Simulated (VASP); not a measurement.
# GePt under strain, part 2 of 4

Aim: follow the pressure of GePt through compression, expansion and shear. All runs use LDA. Left out of this account: 1 further run (fields: a reference on another mesh). The start is a cell from a database of measured crystal structures.

VASP 6.6.1; LDA; plane waves and PAW (Ge_d, Pt).

Still holding for the runs below: Spin-orbit coupling is off here; with elements this heavy it splits and shifts levels by tenths of an eV or more.

So far, pressure (GPa): step 2 (bands, cell as listed) -2.23.

## (3) Bands, volume times 1.04

The cell is expanded evenly, with fractional positions held.

File INCAR:

```
SYSTEM = GePt
PREC = Accurate
ENCUT = 410
EDIFF = 1E-06
NELM = 100
ISMEAR = -1
SIGMA = 0.05
LREAL = .FALSE.
ALGO = Normal
GGA = CA
NBANDS = 71
LASPH = .TRUE.
LORBIT = 11
LWAVE = .FALSE.
LCHARG = .FALSE.
KPAR = 8
```

File POSCAR:

```
GePt
1.0
    5.7942586304      0.0000000000      0.0000000000
    0.0000000000      3.7456503159      0.0000000000
    0.0000000000      0.0000000000      6.1640618128
Ge Pt
4 4
Direct
    0.1850000000      0.2500000000      0.5900000000
    0.3150000000      0.7500000000      0.0900000000
    0.6850000000      0.2500000000      0.9100000000
    0.8150000000      0.7500000000      0.4100000000
    0.9995000000      0.2500000000      0.1908000000
    0.5005000000      0.7500000000      0.6908000000
    0.4995000000      0.2500000000      0.3092000000
    0.0005000000      0.7500000000      0.8092000000
```

File KPOINTS:

```
Automatic mesh
0
Gamma
5 8 5
0 0 0
```

File KPOINTS_OPT:

```
Line mode
12
Line-mode
Reciprocal
  0.00000000   0.00000000   0.00000000 GAMMA
  0.00000000  -0.50000000   0.00000000 X

  0.00000000  -0.50000000   0.00000000 X
 -0.50000000  -0.50000000   0.00000000 S

 -0.50000000  -0.50000000   0.00000000 S
 -0.50000000   0.00000000   0.00000000 Y

 -0.50000000   0.00000000   0.00000000 Y
  0.00000000   0.00000000   0.00000000 GAMMA

  0.00000000   0.00000000   0.00000000 GAMMA
  0.00000000   0.00000000  -0.50000000 Z

  0.00000000   0.00000000  -0.50000000 Z
  0.00000000  -0.50000000  -0.50000000 U

  0.00000000  -0.50000000  -0.50000000 U
 -0.50000000  -0.50000000  -0.50000000 R

 -0.50000000  -0.50000000  -0.50000000 R
 -0.50000000   0.00000000  -0.50000000 T

 -0.50000000   0.00000000  -0.50000000 T
  0.00000000   0.00000000  -0.50000000 Z

 -0.50000000   0.00000000   0.00000000 Y
 -0.50000000   0.00000000  -0.50000000 T

  0.00000000  -0.50000000  -0.50000000 U
  0.00000000  -0.50000000   0.00000000 X

 -0.50000000  -0.50000000   0.00000000 S
 -0.50000000  -0.50000000  -0.50000000 R
```

Potentials, in the order of the species: Ge_d and Pt (LDA family, release 64).

Launch:

```
> mpirun -np 8 vasp_std
```

What it wrote:

```text
[banner, memory and clock lines left out]
running    8 mpi-ranks, on    1 nodes
 distrk:  each k-point on    1 cores,    8 groups
 distr:  one band on    1 cores,    1 groups

 POSCAR found type information on POSCAR GePt
 POSCAR found :  2 types and       8 ions
 [... a notice as in an earlier step ...]

 LDA part: xc-table for (Slater(with rela. corr.)+CA(PZ))
 , standard interpolation
 POSCAR, INCAR and KPOINTS ok, starting setup
 FFT: planning ... GRIDC
 FFT: planning ... GRID_SOFT
 FFT: planning ... GRID
 WAVECAR not read
 entering main loop
       N       E                     dE             d eps       ncg     rms          rms(c)
DAV:   1     0.106949422875E+04    0.10695E+04   -0.33497E+04  9148   0.296E+03
DAV:   2     0.144412183308E+03   -0.92508E+03   -0.84577E+03  6390   0.871E+02
DAV:   3    -0.442678638980E+02   -0.18868E+03   -0.17898E+03  6773   0.191E+02
DAV:   4    -0.564324235620E+02   -0.12165E+02   -0.12015E+02  7405   0.567E+01
DAV:   5    -0.567294365673E+02   -0.29701E+00   -0.29684E+00  7047   0.935E+00    0.201E+01
DAV:   6    -0.549685365723E+02    0.17609E+01   -0.47808E+00  7659   0.103E+01    0.933E+00
DAV:   7    -0.547146812497E+02    0.25386E+00   -0.42635E-01  8672   0.567E+00    0.500E+00
DAV:   8    -0.546438583199E+02    0.70823E-01   -0.13117E-01  7884   0.161E+00    0.622E-01
DAV:   9    -0.546420917024E+02    0.17666E-02   -0.10307E-02  8656   0.861E-01    0.329E-01
DAV:  10    -0.546415602712E+02    0.53143E-03   -0.26020E-03  8836   0.396E-01    0.609E-02
DAV:  11    -0.546415458830E+02    0.14388E-04   -0.15596E-04  7054   0.913E-02    0.230E-02
DAV:  12    -0.546415450469E+02    0.83609E-06   -0.13243E-05  8773   0.294E-02    0.496E-03
DAV:  13    -0.546415449405E+02    0.10638E-06   -0.10640E-06  4792   0.761E-03
   1 F= -.54641545E+02 E0= -.54632599E+02  d E =-.178917E-01
 Start KPOINTS_OPT (optional k-point list driver)
k-point batch [1-45\144]
       N       E                     dE             ncg
DAV:   1     0.323110940564E+05   -0.45216E+05     9177
DAV:   2    -0.947305623996E+04   -0.41784E+05     6406
DAV:   3    -0.178818223868E+05   -0.84088E+04     6804
DAV:   4    -0.184186201061E+05   -0.53680E+03     7406
DAV:   5    -0.184321825534E+05   -0.13562E+02     7072
DAV:   6    -0.184327528468E+05   -0.57029E+00     8146
DAV:   7    -0.184327730280E+05   -0.20181E-01     7456
DAV:   8    -0.184327741484E+05   -0.11204E-02     8224
DAV:   9    -0.184327741973E+05   -0.48917E-04     5653
DAV:  10    -0.184327742000E+05   -0.26359E-05     4428
DAV:  11    -0.184327742004E+05   -0.43844E-06     4064
[...]
k-point batch [136-144\144]
       N       E                     dE             ncg
DAV:   1     0.743187227973E+05   -0.19251E+05     1824
DAV:   2     0.660176674958E+05   -0.83011E+04     1278
DAV:   3     0.643351103757E+05   -0.16826E+04     1373
DAV:   4     0.642258908415E+05   -0.10922E+03     1437
DAV:   5     0.642231055138E+05   -0.27853E+01     1398
DAV:   6     0.642229866870E+05   -0.11883E+00     1601
DAV:   7     0.642229825841E+05   -0.41029E-02     1510
DAV:   8     0.642229823846E+05   -0.19951E-03     1597
DAV:   9     0.642229823740E+05   -0.10578E-04     1111
DAV:  10     0.642229823735E+05   -0.49744E-06      843
```

Elapsed: 56 s, on 8 MPI ranks of Intel Xeon 6975P-C (Granite Rapids), shared host; peak memory 4 GiB; 7.4 min of CPU time.

From OUTCAR (step 3):

```text
  LATTYP: Found a simple orthorhombic cell.
 ALAT       =     3.7456503159
 B/A-ratio  =     1.5469299432
 C/A-ratio  =     1.6456586421

 Found     45 irreducible k-points:

   dimension x,y,z NGX =    40 NGY =   28 NGZ =   42
   dimension x,y,z NGXF=    80 NGYF=   56 NGZF=   84

   ENCUT  =  410.0 eV  30.13 Ry    5.49 a.u.   9.57  6.18 10.18*2*pi/ulx,y,z

   NELECT =      96.0000    total number of electrons

 E-fermi :   8.9820

 k-point     1 :       0.0000    0.0000    0.0000
  band No.  band energies     occupation
    ...
     44       6.4287      2.00000
     45       6.6786      2.00000
     46       7.6385      2.00000
     47       7.6464      2.00000
     48       8.0892      2.00000
     49       9.6282      0.00000
     50       9.7438      0.00000
     51      11.9483      0.00000
     52      12.1482      0.00000
     53      12.3482      0.00000
    ...

 k-point     2 :       0.2000    0.0000    0.0000
  band No.  band energies     occupation
    ...
     44       6.4814      2.00000
     45       6.5452      2.00000
     46       7.3528      2.00000
     47       8.1212      2.00000
     48       8.3020      2.00000
     49       9.9373      0.00000
     50      10.3621      0.00000
     51      11.4701      0.00000
     52      11.8204      0.00000
     53      12.1653      0.00000
    ...

  Total       -7.5144869     -6.5397639     -7.6999115      0.0000000      0.0000000      0.0000000
  in kB      -89.9948838    -78.3214217    -92.2155636      0.0000000      0.0000000      0.0000000
  external PRESSURE =     -86.8439563 kB  Pullay stress =       0.0000000 kB

  energy-cutoff  :      410.00
  volume of cell :      133.78
      direct lattice vectors                 reciprocal lattice vectors
     5.794258630  0.000000000  0.000000000     0.172584633  0.000000000  0.000000000
     0.000000000  3.745650316  0.000000000     0.000000000  0.266976337  0.000000000
     0.000000000  0.000000000  6.164061813     0.000000000  0.000000000  0.162230690

 POSITION                                       TOTAL-FORCE (eV/Angst)
 -----------------------------------------------------------------------------------
      1.07194      0.93641      3.63680         0.139377     -0.000000     -0.078194
      1.82519      2.80924      0.55477        -0.139377     -0.000000     -0.078194
      3.96907      0.93641      5.60930         0.139377     -0.000000      0.078194
      4.72232      2.80924      2.52727        -0.139377     -0.000000      0.078194
      5.79136      0.93641      1.17610        -0.116342      0.000000      0.052672
      2.90003      2.80924      4.25813         0.116342      0.000000      0.052672
      2.89423      0.93641      1.90593        -0.116342      0.000000     -0.052672
      0.00290      2.80924      4.98796         0.116342      0.000000     -0.052672
 -----------------------------------------------------------------------------------
    total drift:                                0.000000     -0.000000      0.000000

  FREE ENERGIE OF THE ION-ELECTRON SYSTEM (eV)
  ---------------------------------------------------
  free  energy   TOTEN  =       -54.6415449405 eV

  energy  without entropy=      -54.6236532328  energy(sigma->0) =      -54.63259909

 total charge
# of ion       s       p       d       tot
------------------------------------------
    1        1.139   1.110  10.086  12.336
    2        1.139   1.110  10.086  12.336
    3        1.139   1.110  10.086  12.336
    4        1.139   1.110  10.086  12.336
    5        0.646   0.586   8.162   9.394
    6        0.646   0.586   8.162   9.394
    7        0.646   0.586   8.162   9.394
    8        0.646   0.586   8.162   9.394
--------------------------------------------------
tot          7.140   6.783  72.994  86.917

[... 4 parts as in an earlier step ...]

[... 6 further parts left out ...]
```

Numbers from this step:

```
free energy (TOTEN)     : -54.6415 eV
energy at zero smearing : -54.6326 eV
Fermi energy            : 8.982 eV
pressure                : -8.684 GPa
```

The electronic bands at the labelled points (eV, zero at the Fermi level; # counts the bands kept, so #1 is VASP's band 23):

| point | #23 | #24 | #25 | #26 | #27 | #28 | #29 | #30 |
| --- | --- | --- | --- | --- | --- | --- | --- | --- |
| Γ | -2.30 | -1.34 | -1.34 | -0.89 | 0.65 | 0.76 | 2.97 | 3.17 |
| X | -2.41 | -2.41 | -1.52 | -1.52 | -0.13 | -0.13 | 1.98 | 1.98 |
| S | -1.81 | -1.81 | -1.81 | -1.81 | 0.58 | 0.58 | 0.58 | 0.58 |
| Y | -2.33 | -2.33 | -0.01 | -0.01 | 1.35 | 1.35 | 2.19 | 2.19 |
| Γ | -2.30 | -1.34 | -1.34 | -0.89 | 0.65 | 0.76 | 2.97 | 3.17 |
| Z | -1.74 | -1.74 | 0.01 | 0.01 | 1.09 | 1.09 | 1.76 | 1.76 |
| U | -2.36 | -2.36 | -2.01 | -2.01 | 0.51 | 0.51 | 0.95 | 0.95 |
| R | -2.34 | -2.34 | -2.34 | -2.34 | 2.40 | 2.40 | 2.40 | 2.40 |
| T | -1.34 | -1.34 | 0.71 | 0.71 | 1.75 | 1.75 | 2.62 | 2.62 |
| Z | -1.74 | -1.74 | 0.01 | 0.01 | 1.09 | 1.09 | 1.76 | 1.76 |
| jump to Y | -2.33 | -2.33 | -0.01 | -0.01 | 1.35 | 1.35 | 2.19 | 2.19 |
| T | -1.34 | -1.34 | 0.71 | 0.71 | 1.75 | 1.75 | 2.62 | 2.62 |
| jump to U | -2.36 | -2.36 | -2.01 | -2.01 | 0.51 | 0.51 | 0.95 | 0.95 |
| X | -2.41 | -2.41 | -1.52 | -1.52 | -0.13 | -0.13 | 1.98 | 1.98 |
| jump to S | -1.81 | -1.81 | -1.81 | -1.81 | 0.58 | 0.58 | 0.58 | 0.58 |
| R | -2.34 | -2.34 | -2.34 | -2.34 | 2.40 | 2.40 | 2.40 | 2.40 |

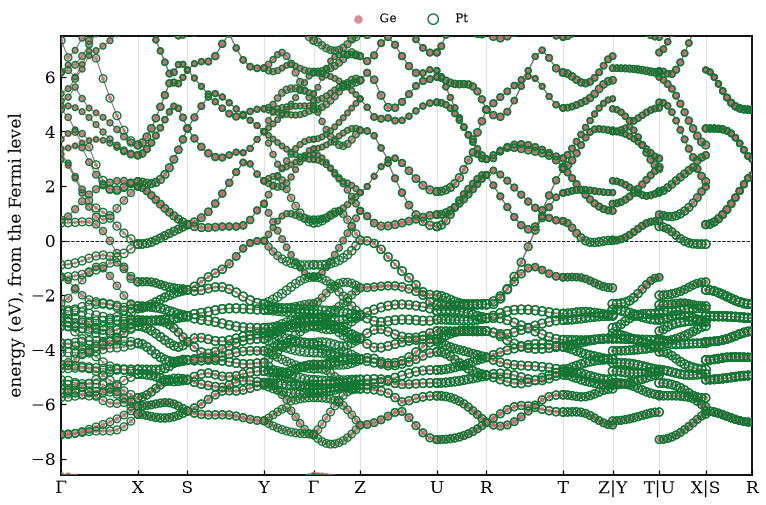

Electronic bands along the path; dots are coloured as in the legend, and their area grows with the weight.

Force by atom:

| atom | x (eV/Å) | y (eV/Å) | z (eV/Å) | size |
| --- | --- | --- | --- | --- |
| Ge1 | 0.139 | 0.000 | -0.078 | 0.160 |
| Ge2 | -0.139 | 0.000 | -0.078 | 0.160 |
| Ge3 | 0.139 | 0.000 | 0.078 | 0.160 |
| Ge4 | -0.139 | 0.000 | 0.078 | 0.160 |
| Pt5 | -0.116 | 0.000 | 0.053 | 0.128 |
| Pt6 | 0.116 | 0.000 | 0.053 | 0.128 |
| Pt7 | -0.116 | 0.000 | -0.053 | 0.128 |
| Pt8 | 0.116 | 0.000 | -0.053 | 0.128 |

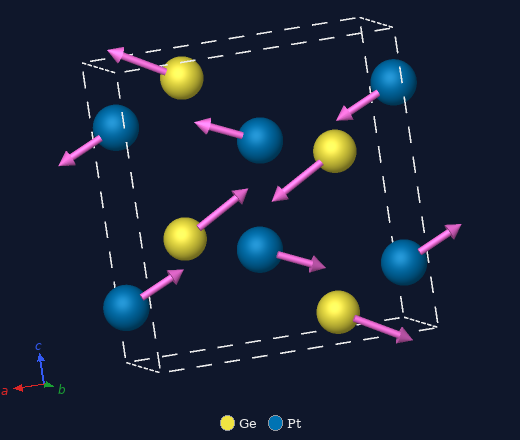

Force as arrows, the longest 0.160 eV/Å. Some periodic images of atoms are drawn too.

 The pressure is -8.68 GPa.

## (4) Bands, volume times 1.08

The cell is expanded evenly, with fractional positions held.

INCAR is that of step 3.

Changes to POSCAR since step 3:

```diff
@@ -2,5 +2,5 @@
 1.0
-    5.7942586304      0.0000000000      0.0000000000
-    0.0000000000      3.7456503159      0.0000000000
-    0.0000000000      0.0000000000      6.1640618128
+    5.8676114634      0.0000000000      0.0000000000
+    0.0000000000      3.7930686449      0.0000000000
+    0.0000000000      0.0000000000      6.2420961957
 Ge Pt
```

KPOINTS is that of step 3.

KPOINTS_OPT is that of step 3.

Launch:

```
> mpirun -np 8 vasp_std
```

What it wrote:

```text
[... set-up lines as in an earlier step ...]
 entering main loop
       N       E                     dE             d eps       ncg     rms          rms(c)
DAV:   1     0.106770472473E+04    0.10677E+04   -0.33527E+04  9129   0.293E+03
DAV:   2     0.143219396769E+03   -0.92449E+03   -0.84608E+03  6398   0.868E+02
DAV:   3    -0.436773489654E+02   -0.18690E+03   -0.17694E+03  6732   0.189E+02
DAV:   4    -0.560039442259E+02   -0.12327E+02   -0.12170E+02  7437   0.568E+01
DAV:   5    -0.563056825159E+02   -0.30174E+00   -0.30155E+00  7084   0.944E+00    0.183E+01
DAV:   6    -0.546227516246E+02    0.16829E+01   -0.49175E+00  7628   0.102E+01    0.857E+00
DAV:   7    -0.543625600656E+02    0.26019E+00   -0.45591E-01  8577   0.557E+00    0.468E+00
DAV:   8    -0.542919522546E+02    0.70608E-01   -0.13857E-01  7817   0.164E+00    0.653E-01
DAV:   9    -0.542900878092E+02    0.18644E-02   -0.10046E-02  8602   0.824E-01    0.345E-01
DAV:  10    -0.542894814861E+02    0.60632E-03   -0.28652E-03  8808   0.419E-01    0.567E-02
DAV:  11    -0.542894674377E+02    0.14048E-04   -0.16458E-04  7044   0.932E-02    0.221E-02
DAV:  12    -0.542894663057E+02    0.11320E-05   -0.14552E-05  8783   0.308E-02    0.523E-03
DAV:  13    -0.542894662312E+02    0.74540E-07   -0.11097E-06  4806   0.722E-03
   1 F= -.54289466E+02 E0= -.54279391E+02  d E =-.201506E-01
 Start KPOINTS_OPT (optional k-point list driver)
k-point batch [1-45\144]
       N       E                     dE             ncg
DAV:   1     0.305812100664E+05   -0.45851E+05     9084
DAV:   2    -0.113326948374E+05   -0.41914E+05     6390
DAV:   3    -0.197269639333E+05   -0.83943E+04     6763
DAV:   4    -0.202789385882E+05   -0.55197E+03     7389
DAV:   5    -0.202928535026E+05   -0.13915E+02     7019
DAV:   6    -0.202934313679E+05   -0.57787E+00     8254
DAV:   7    -0.202934510159E+05   -0.19648E-01     7267
DAV:   8    -0.202934521586E+05   -0.11427E-02     8496
DAV:   9    -0.202934522102E+05   -0.51571E-04     5555
DAV:  10    -0.202934522130E+05   -0.27740E-05     4338
DAV:  11    -0.202934522135E+05   -0.49348E-06     4035
[...]
k-point batch [136-144\144]
       N       E                     dE             ncg
DAV:   1     0.715121491746E+05   -0.18493E+05     1775
DAV:   2     0.630924339876E+05   -0.84197E+04     1286
DAV:   3     0.614038284127E+05   -0.16886E+04     1365
DAV:   4     0.612932150214E+05   -0.11061E+03     1405
DAV:   5     0.612903719309E+05   -0.28431E+01     1413
DAV:   6     0.612902532787E+05   -0.11865E+00     1585
DAV:   7     0.612902488071E+05   -0.44716E-02     1493
DAV:   8     0.612902485718E+05   -0.23532E-03     1644
DAV:   9     0.612902485623E+05   -0.94418E-05     1069
DAV:  10     0.612902485618E+05   -0.50339E-06      840
```

Run time: 57 s. Hardware: 8 MPI ranks; peak memory 4 GiB.

From OUTCAR (step 4):

```text
  LATTYP: Found a simple orthorhombic cell.
 ALAT       =     3.7930686449
 B/A-ratio  =     1.5469299432
 C/A-ratio  =     1.6456586421

 Found     45 irreducible k-points:

   ENCUT  =  410.0 eV  30.13 Ry    5.49 a.u.   9.69  6.26 10.31*2*pi/ulx,y,z

   NELECT =      96.0000    total number of electrons

 E-fermi :   8.3804

 k-point     1 :       0.0000    0.0000    0.0000
  band No.  band energies     occupation
    ...
     44       5.9766      2.00000
     45       6.2357      2.00000
     46       7.1248      2.00000
     47       7.1897      2.00000
     48       7.5686      2.00000
     49       9.0073      0.00001
     50       9.0264      0.00000
     51      11.3180      0.00000
     52      11.5177      0.00000
     53      11.7126      0.00000
    ...

 k-point     2 :       0.2000    0.0000    0.0000
  band No.  band energies     occupation
    ...
     44       6.0250      2.00000
     45       6.0992      2.00000
     46       6.8454      2.00000
     47       7.5778      2.00000
     48       7.8189      1.99997
     49       9.2101      0.00000
     50       9.7627      0.00000
     51      10.8092      0.00000
     52      11.1950      0.00000
     53      11.5262      0.00000
    ...

  Total      -12.1847303    -11.0687844    -12.2463455     -0.0000000      0.0000000      0.0000000
  in kB     -140.5218939   -127.6521113   -141.2324789     -0.0000000      0.0000000      0.0000000
  external PRESSURE =    -136.4688280 kB  Pullay stress =       0.0000000 kB

  energy-cutoff  :      410.00
  volume of cell :      138.93
      direct lattice vectors                 reciprocal lattice vectors
     5.867611463  0.000000000  0.000000000     0.170427099  0.000000000  0.000000000
     0.000000000  3.793068645  0.000000000     0.000000000  0.263638783  0.000000000
     0.000000000  0.000000000  6.242096196     0.000000000  0.000000000  0.160202594

 POSITION                                       TOTAL-FORCE (eV/Angst)
 -----------------------------------------------------------------------------------
      1.08551      0.94827      3.68284         0.209036     -0.000000     -0.076612
      1.84830      2.84480      0.56179        -0.209036     -0.000000     -0.076612
      4.01931      0.94827      5.68031         0.209036      0.000000      0.076612
      4.78210      2.84480      2.55926        -0.209036     -0.000000      0.076612
      5.86468      0.94827      1.19099        -0.208467      0.000000      0.107455
      2.93674      2.84480      4.31204         0.208467      0.000000      0.107455
      2.93087      0.94827      1.93006        -0.208467      0.000000     -0.107455
      0.00293      2.84480      5.05110         0.208467      0.000000     -0.107455
 -----------------------------------------------------------------------------------
    total drift:                                0.000000     -0.000000      0.000000

  FREE ENERGIE OF THE ION-ELECTRON SYSTEM (eV)
  ---------------------------------------------------
  free  energy   TOTEN  =       -54.2894662312 eV

  energy  without entropy=      -54.2693156388  energy(sigma->0) =      -54.27939093

 total charge
# of ion       s       p       d       tot
------------------------------------------
    1        1.145   1.069  10.073  12.287
    2        1.145   1.069  10.073  12.287
    3        1.145   1.069  10.073  12.287
    4        1.145   1.069  10.073  12.287
    5        0.632   0.541   8.140   9.313
    6        0.632   0.541   8.140   9.313
    7        0.632   0.541   8.140   9.313
    8        0.632   0.541   8.140   9.313
--------------------------------------------------
tot          7.106   6.439  72.853  86.397

[... 5 parts as in an earlier step ...]

[... 6 further parts left out ...]
```

Numbers from this step:

```
free energy (TOTEN)     : -54.2895 eV
energy at zero smearing : -54.2794 eV
Fermi energy            : 8.380 eV
pressure                : -13.65 GPa
```

The electronic bands at the labelled points (eV, zero at the Fermi level; # counts the bands kept, so #1 is VASP's band 23):

| point | #23 | #24 | #25 | #26 | #27 | #28 | #29 | #30 |
| --- | --- | --- | --- | --- | --- | --- | --- | --- |
| Γ | -2.14 | -1.26 | -1.19 | -0.81 | 0.63 | 0.65 | 2.94 | 3.14 |
| X | -2.27 | -2.27 | -1.40 | -1.40 | -0.12 | -0.12 | 1.90 | 1.90 |
| S | -1.70 | -1.70 | -1.70 | -1.70 | 0.54 | 0.54 | 0.54 | 0.54 |
| Y | -2.19 | -2.19 | -0.03 | -0.03 | 1.39 | 1.39 | 2.12 | 2.12 |
| Γ | -2.14 | -1.26 | -1.19 | -0.81 | 0.63 | 0.65 | 2.94 | 3.14 |
| Z | -1.62 | -1.62 | 0.02 | 0.02 | 1.12 | 1.12 | 1.66 | 1.66 |
| U | -2.22 | -2.22 | -1.87 | -1.87 | 0.52 | 0.52 | 0.84 | 0.84 |
| R | -2.20 | -2.20 | -2.20 | -2.20 | 2.33 | 2.33 | 2.33 | 2.33 |
| T | -1.29 | -1.29 | 0.72 | 0.72 | 1.69 | 1.69 | 2.57 | 2.57 |
| Z | -1.62 | -1.62 | 0.02 | 0.02 | 1.12 | 1.12 | 1.66 | 1.66 |
| jump to Y | -2.19 | -2.19 | -0.03 | -0.03 | 1.39 | 1.39 | 2.12 | 2.12 |
| T | -1.29 | -1.29 | 0.72 | 0.72 | 1.69 | 1.69 | 2.57 | 2.57 |
| jump to U | -2.22 | -2.22 | -1.87 | -1.87 | 0.52 | 0.52 | 0.84 | 0.84 |
| X | -2.27 | -2.27 | -1.40 | -1.40 | -0.12 | -0.12 | 1.90 | 1.90 |
| jump to S | -1.70 | -1.70 | -1.70 | -1.70 | 0.54 | 0.54 | 0.54 | 0.54 |
| R | -2.20 | -2.20 | -2.20 | -2.20 | 2.33 | 2.33 | 2.33 | 2.33 |

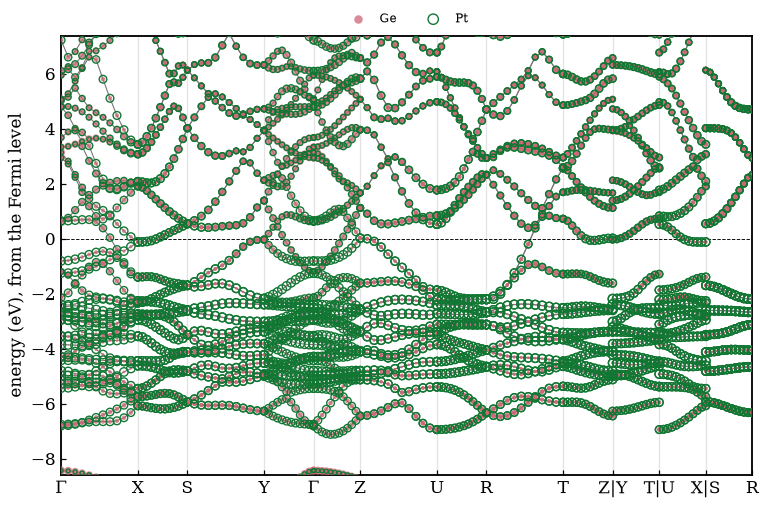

Electronic bands along the path; dots are coloured as in the legend, and their area grows with the weight.

Force by atom:

| atom | x (eV/Å) | y (eV/Å) | z (eV/Å) | size |
| --- | --- | --- | --- | --- |
| Ge1 | 0.209 | 0.000 | -0.077 | 0.223 |
| Ge2 | -0.209 | 0.000 | -0.077 | 0.223 |
| Ge3 | 0.209 | 0.000 | 0.077 | 0.223 |
| Ge4 | -0.209 | 0.000 | 0.077 | 0.223 |
| Pt5 | -0.208 | 0.000 | 0.107 | 0.235 |
| Pt6 | 0.208 | 0.000 | 0.107 | 0.235 |
| Pt7 | -0.208 | 0.000 | -0.107 | 0.235 |
| Pt8 | 0.208 | 0.000 | -0.107 | 0.235 |

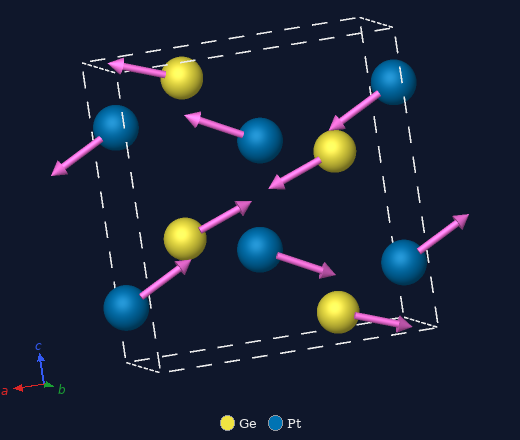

Force as arrows, the longest 0.235 eV/Å. Some periodic images of atoms are drawn too.

 The pressure is -13.65 GPa.

[end of part 2 of 4]

[Lines on the potential files, build, host, timing and source positions are cut from VASP's logs without a mark.]

[Logs are printed without paths, hosts, clocks, repeated set-up lines and the standing remarks that a program may print on its own settings, such as how far it seeks lower states.]

[Hosts, paths, dates, database ids (printed as entryN), source tags and the programs' standing remarks are cut or masked in the printed files.]

[A measured line is paired with the nearest computed mode of its activity, which favours agreement.]
